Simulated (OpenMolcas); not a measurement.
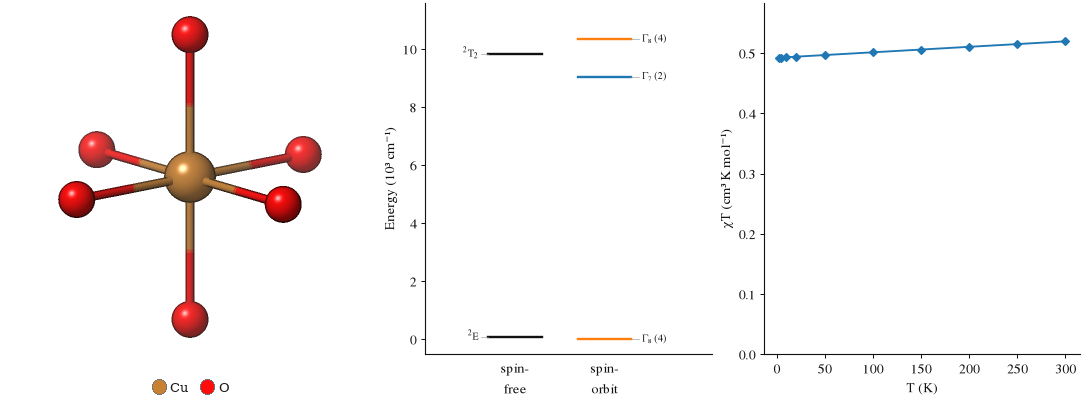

Cu²⁺ (3d⁹) as a dopant in MgO, a cluster with its 6 nearest O²⁻ at 2.108 Å (octahedron) embedded in model potentials and point charges; the geometry was set, not optimised, and its levels and susceptibility. Labels give the representation in O, Td, D4 or D3 as the site allows (double group for half-integer spin) where it could be assigned and, in brackets, the degeneracy; spin-free states, where drawn, share the zero of the spin-orbit levels. Computed with OpenMolcas: state-averaged SS-CASPT2, IPEA shift 0.25, imaginary shift 0.1 hartree, closed shells 3s 3p correlated, active space 9 electrons in the shell 3d, basis ANO-RCC-VTZP on the metal and ANO-RCC-VDZP on the ligands, DKH2 scalar Hamiltonian, spin-orbit coupling by RASSI with atomic mean-field integrals. Powder susceptibility by Van Vleck's formula.

Q: Describe the ground state and the low levels.

A: The ground level is Γ₈, 4-fold degenerate, 100 % from states of spin multiplicity 2. The next level lies at 9,050 cm⁻¹ (Γ₇). The lowest spin-free state is ²E, from the free-ion D term; of the same spin there follows at 9,750 cm⁻¹ (²T₂) above it. A ligand-field fit to the spin-free states gives |10Dq| = 9,750 cm⁻¹. χT is 0.493 cm³ K mol⁻¹ at 2 K and 0.520 at 300 K, an effective moment of 2.04 μB.

Caveat: orbital doublet at a regular site, Jahn-Teller distortion not allowed for; single d shell for a late 3d ion, CASPT2 field may be too large; the geometry is set by hand, with no relaxation and no charge compensation.
